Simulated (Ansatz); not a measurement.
**CH6SeSi: inputs that go wrong**

3 inputs were typed for CH6SeSi. Each is run as it stands; the log then has to tell whether the result can be used.

Computed with Ansatz 0.2.0, Gaussian basis. Level: the settings change from run to run.

## (1) The geometry

The structure was relaxed beforehand with PBE0-D4 in a triple-zeta def2 set.

SMILES `[SiH3]C[SeH]`, 9 atoms, charge 0, spin multiplicity 1.

Atoms are counted from 1 here; the program's logs count them from 0.

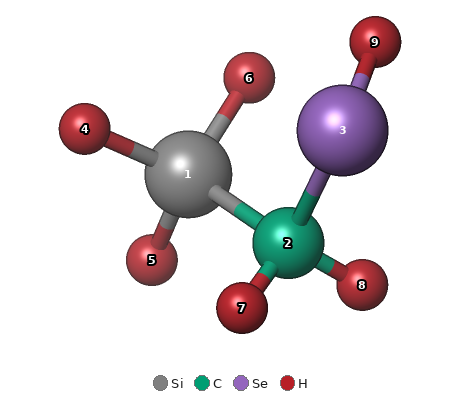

The structure; silicon grey, carbon teal, selenium purple, hydrogen red; atoms are numbered from 1 in the order of the file.

## (2) Input 1

Contents of in.yaml:

```yaml
crystal:
  periodic: [false, false, false]
  atoms:
    - {symbol: Si, position_ang: [-1.679149, -0.042882, -1.163997]}
    - {symbol: C, position_ang: [1.674986, 0.520178, -0.177695]}
    - {symbol: Se, position_ang: [2.573108, -1.539230, 2.759874]}
    - {symbol: H, position_ang: [-2.013874, -2.725801, -1.907645]}
    - {symbol: H, position_ang: [-2.359720, 1.617307, -3.334006]}
    - {symbol: H, position_ang: [-3.386596, 0.547677, 0.988177]}
    - {symbol: H, position_ang: [2.964197, -0.095716, -1.667206]}
    - {symbol: H, position_ang: [2.069232, 2.502595, 0.221597]}
    - {symbol: H, position_ang: [0.325246, -0.871812, 4.248395]}
basis:
  gaussian: {orbitals: aug-cc-pVTZ}
hamiltonian: {xc: {name: wB97X}, pseudopotentials: {relativity: none}}
scf: {lower_state_search: full}
```

The run is started by

```sh
$ ansatz run in.yaml --threads 2 --pin off --events-out ev --progress --plain --max-ram 4352MiB
```

What it wrote:

```text
Functional definition: wB97X
  name "wB97X"
  cite "Chai & Head-Gordon, J. Chem. Phys. 128, 084106 (2008) doi:10.1063/1.2834918"
  cite "Becke, J. Chem. Phys. 107, 8554 (1997) doi:10.1063/1.475007"
  parameter omega = 0.3/bohr
  parameter cx = 0.157706
  parameter cx1 = 0.726479
  parameter cx2 = 1.04760
  parameter cx3 = -5.70635
  parameter cx4 = 13.2794
  parameter css1 = -4.33879
  parameter css2 = 18.2308
  parameter css3 = -31.7430
  parameter css4 = 17.2901
  parameter cos1 = 2.37031
  parameter cos2 = -11.3995
  parameter cos3 = 6.58405
  parameter cos4 = -3.78132
  # The coefficients of nought are those of the uniform gas.
  exchange = spin_sum(e_x_unif_sr(omega)*poly(b97_u_x, 1 - cx, cx1, cx2, cx3, cx4)) + cx*exact_x_sr(omega)
      + exact_x_lr(omega)
  correlation = spin_sum(e_c_pw_same_spin*poly(b97_u_same, 1, css1, css2, css3, css4))
      + integral(e_c_pw_opposite_spin*poly(b97_u_opposite, 1, cos1, cos2, cos3, cos4))
1378 factors; their error is unknown
490 factors; integrals over basis functions are off by at most 6.7e-5 eV
mean field evaluation 1: about -74326.1639 eV, gradient 3.1e1 eV
mean field evaluation 2: about -74251.5653 eV, gradient 8.9e1 eV
mean field evaluation 4: about -74331.6232 eV, gradient 1.1e1 eV
mean field evaluation 8: about -74333.0149 eV, gradient 3.5e0 eV
mean field evaluation 16: about -74333.2805 eV, gradient 1.6e-1 eV
mean field evaluation 32: about -74333.2810 eV, gradient 8.5e-4 eV
mean field evaluation 64: about -74315.5746 eV, gradient 3.9e1 eV
mean field evaluation 96: about -74330.2177 eV, gradient 2.0e1 eV
mean field -74333.28100049 eV, -2731.6976918605 hartree, gradient 2.6e-5 eV, S^2 0.000000; 6 other end points of the search recorded, 0 dependent functions left out
reference -74333.28088901 eV, -2731.6976877635 hartree; 30, 30 occupied and 263, 263 virtual orbitals, 1378 factors
Total energy: -74333.28088901 eV, -2731.6976877635 hartree
```

It took 74 s on 2 threads of Arm Neoverse V1, shared host; peak memory 1.3 GiB.

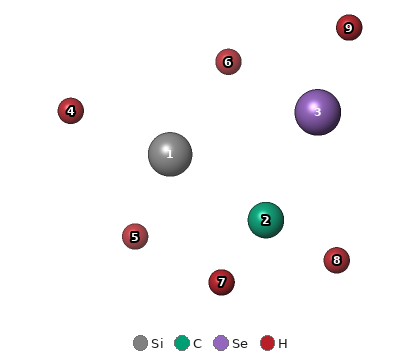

The geometry of this input.

**Diagnosis.** It ended without an error, which proves nothing about the input. The coordinates are in bohr but typed as ångström. The shortest distance is 2.06 Å (C2–H8), against 1.09 Å in the relaxed molecule. Its energy is no property of the relaxed molecule. To mend it, take the coordinates from the file in ångström.

## (3) Input 2

Contents of in.yaml:

```yaml
crystal:
  periodic: [false, false, false]
  atoms:
    - {symbol: Si, position_ang: [-0.888567, -0.022692, -0.615960]}
    - {symbol: C, position_ang: [0.886364, 0.275266, -0.094032]}
    - {symbol: Se, position_ang: [1.361629, -0.814525, 1.460462]}
    - {symbol: H, position_ang: [-1.065696, -1.442431, -1.009482]}
    - {symbol: H, position_ang: [-1.248710, 0.855842, -1.764279]}
    - {symbol: H, position_ang: [-1.792109, 0.289818, 0.522920]}
    - {symbol: H, position_ang: [1.568585, -0.050651, -0.882247]}
    - {symbol: H, position_ang: [0.172113, -0.411343, 2.248153]}
    - {symbol: H, position_ang: [0.172113, -0.461343, 2.248153]}
basis:
  gaussian: {orbitals: def2-TZVPD}
hamiltonian: {xc: {name: HSE06}, dispersion: d3bjatm}
output: {forces: true}
```

Launched as before.

What it wrote:

```text
Functional definition: HSE06
  name "HSE06"
  cite "Heyd, Scuseria & Ernzerhof, J. Chem. Phys. 118, 8207 (2003) doi:10.1063/1.1564060"
  cite "Krukau, Vydrov, Izmaylov & Scuseria, J. Chem. Phys. 125, 224106 (2006) doi:10.1063/1.2404663"
  cite "Heyd & Scuseria, J. Chem. Phys. 120, 7274 (2004) doi:10.1063/1.1668634"
  cite "Ernzerhof & Perdew, J. Chem. Phys. 109, 3313 (1998) doi:10.1063/1.476928"
  cite "Perdew, Burke & Ernzerhof, Phys. Rev. Lett. 77, 3865 (1996) doi:10.1103/PhysRevLett.77.3865"
  parent pbe
  parameter a = 0.25
  parameter omega = 0.11/bohr
  # The whole range is PBE's own exchange, as in plane waves. The composition of these papers is wPBEh.
  exchange = pbe_x - a*pbe_x_sr(omega) + a*exact_x_sr(omega)
  correlation = pbe_c
1227 factors; their error is unknown
143 factors; integrals over basis functions are off by at most 4.9e-6 eV
mean field evaluation 1: about -74089.1483 eV, gradient 6.3e1 eV
mean field evaluation 2: about -74047.1553 eV, gradient 1.2e2 eV
mean field evaluation 4: about -74098.7594 eV, gradient 1.3e1 eV
mean field evaluation 8: about -74099.3807 eV, gradient 3.0e-1 eV
mean field evaluation 16: about -74099.6641 eV, gradient 1.3e-3 eV
mean field -74099.66414696 eV, -2723.1124308445 hartree, gradient 1.4e-5 eV, S^2 0.000000; 1 other end points of the search recorded, 0 dependent functions left out
the calculation of the forces begins
reference -74099.66420420 eV, -2723.1124329481 hartree; 30, 30 occupied and 161, 161 virtual orbitals, 1227 factors
Total energy: -74099.81258090 eV, -2723.1178856913 hartree
Atom 0 at    -0.888567    -0.022692    -0.615960 Å, force     0.711380    -0.235472    -0.150910 eV/Å
Atom 1 at     0.886364     0.275266    -0.094032 Å, force    -1.191698    -0.910507     1.211217 eV/Å
Atom 2 at     1.361629    -0.814525     1.460462 Å, force     5.641074    -2.426889    -5.271223 eV/Å
Atom 3 at    -1.065696    -1.442431    -1.009482 Å, force    -0.417029    -0.200350    -0.052760 eV/Å
Atom 4 at    -1.248710     0.855842    -1.764279 Å, force     0.026238    -0.000967     0.050066 eV/Å
Atom 5 at    -1.792109     0.289818     0.522920 Å, force    -0.063229    -0.029424     0.122720 eV/Å
Atom 6 at     1.568585    -0.050651    -0.882247 Å, force     0.876345     0.734873     0.301624 eV/Å
Atom 7 at     0.172113    -0.411343     2.248153 Å, force    -3.040354  5738.286687     2.080745 eV/Å
Atom 8 at     0.172113    -0.461343     2.248153 Å, force    -2.542726 -5735.217951     1.708522 eV/Å
Dipole moment:     0.035187    -0.217817     0.395604 e Å
```

It took 9.5 s on 2 threads of Arm Neoverse V1, shared host; peak memory 0.52 GiB.

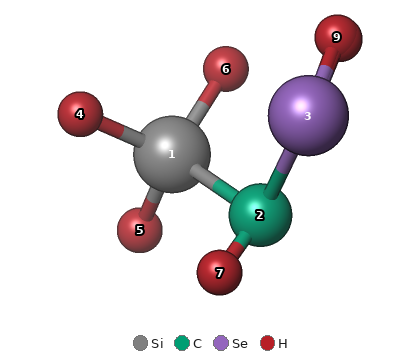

The geometry of this input.

Diagnosis: The run converged, but a converged run isn't a right one. One atom was put on top of another. The shortest distance is 0.05 Å (H8–H9), against 1.09 Å in the relaxed molecule. Its energy is no property of the relaxed molecule. Fix: restore the atom's position.

## (4) Input 3

Contents of in.yaml:

```yaml
crystal:
  periodic: [true, true, true]
  atoms:
    - {symbol: Si, position_ang: [-0.932995, -0.023827, -0.646758]}
    - {symbol: C, position_ang: [0.930682, 0.289030, -0.098734]}
    - {symbol: Se, position_ang: [1.429711, -0.855251, 1.533485]}
    - {symbol: H, position_ang: [-1.118981, -1.514553, -1.059956]}
    - {symbol: H, position_ang: [-1.311145, 0.898634, -1.852493]}
    - {symbol: H, position_ang: [-1.881714, 0.304309, 0.549066]}
    - {symbol: H, position_ang: [1.647014, -0.053183, -0.926360]}
    - {symbol: H, position_ang: [1.149740, 1.390532, 0.123128]}
    - {symbol: H, position_ang: [0.180718, -0.484410, 2.360561]}
basis:
  gaussian: {orbitals: cc-pVTZ-DK}
hamiltonian: {xc: {name: r2SCAN0}}
```

Same command.

What it wrote:

```text
Error: YAML parse error: error: line 2 column 3: crystal: missing field `lattice` (a structure is typed as `lattice` and `atoms`, a molecule's as `atoms` in Å alone, or read from a run's directory, `checkpoint`)
 --> <input>:2:3
  |
1 | crystal:
2 |   periodic: [true, true, true]
  |   ^ crystal: missing field `lattice` (a structure is typed as `lattice` and `atoms`, a molecule's as `atoms` in Å alone, or read from a run's directory, `checkpoint`)
3 |   atoms:
4 |     - {symbol: Si, position_ang: [-0.932995, -0.023827, -0.646758]}
  |
```

Run time: 0.05 s. Hardware: 2 threads of Arm Neoverse V1, shared host.

What is wrong: The program refused the input. The molecule is marked periodic without a cell. Its coordinates are also moved off the relaxed structure. Fix: set periodic to false, or give a lattice.

## (5) Summary

| input | level | ended | cause | time |
| --- | --- | --- | --- | --- |
| 1 | wB97X/aug-cc-pVTZ | converged | the coordinates are in bohr but typed as ångström | 74 s |
| 2 | HSE06/def2-TZVPD | converged | one atom was put on top of another | 9.5 s |
| 3 | r2SCAN0/cc-pVTZ-DK | refused | the molecule is marked periodic without a cell | 0.05 s |

2 converged, 1 refused. A refusal costs next to no computing time. The dangerous case is the input that converges on a wrong geometry, charge, spin, basis or grid: often only a look at the input shows it.
